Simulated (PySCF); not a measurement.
# C3H10OSi2: what the fields show

```xyz
16

C     2.5110    0.0923    0.2860
Si    0.6919    0.0973    0.7970
C    -0.3951   -1.2172   -0.0630
C    -1.7577   -0.5641   -0.3428
Si   -1.4570    1.3010   -0.6138
O    -0.0428    1.4418    0.2000
H     3.0186    0.9630    0.6872
H     3.0131   -0.7886    0.6706
H     2.6331    0.1053   -0.7930
H     0.5065    0.1383    2.2505
H     0.0651   -1.5019   -1.0121
H    -0.5189   -2.1377    0.5071
H    -2.3986   -0.6940    0.5319
H    -2.2658   -1.0601   -1.1698
H    -1.1950    1.6641   -2.0041
H    -2.4160    2.1695    0.0570
```

Geometry: GFN2-xTB.

Theory: PySCF, PBE0/pcSseg-1, SCF density, gas phase, non-relativistic.

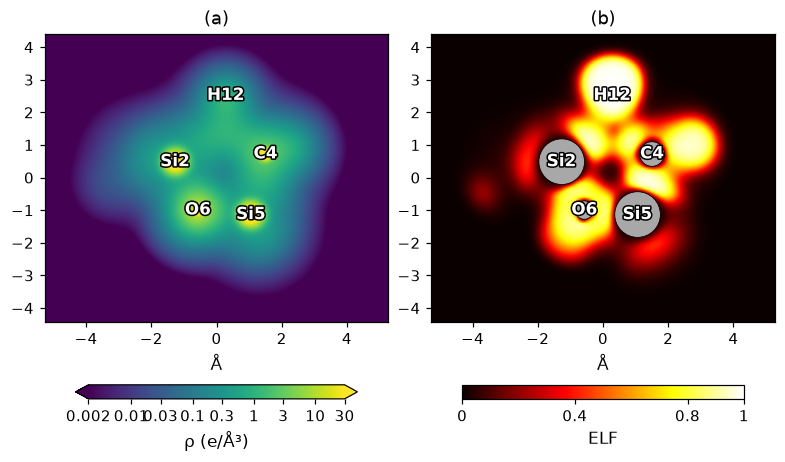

Figure 1. (a) electron density; (b) electron localisation function on the plane of atoms C4, Si5 and O6. Grey discs cover the atomic cores in the ELF map.

Q: Interpret the plot.

A:
- Atoms in the plane: Si, C, O and H.
- Si–O (1.64 Å): the density is about 1.1 e/Å³ at the midpoint; the ELF peaks at about 0.85 between the atoms (a polar covalent bond).
- C–Si (1.91 Å): the density is about 0.93 e/Å³ at the midpoint; the ELF peaks at about 0.95 between the atoms; a shared electron pair.
- The ELF also peaks beside O6, away from the bonds: lone-pair regions.

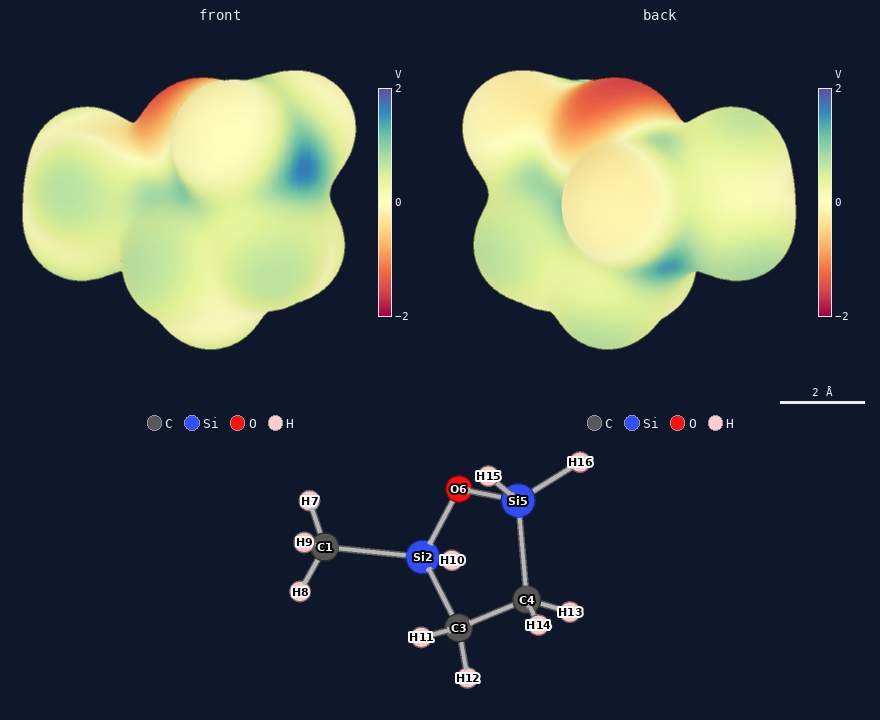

Figure 2. The molecular electrostatic potential painted on the density surface at 0.002 e/bohr³, seen from the front and from behind; the colour scale runs from red (negative) to blue (positive). The bare structure is drawn below in the same view.

Q: Describe the electrostatic potential map.

A: The most negative region (about −1.5 V) lies over O6, the most positive (about +1.5 V) over Si5. O6 is the likeliest acceptor of a hydrogen bond.
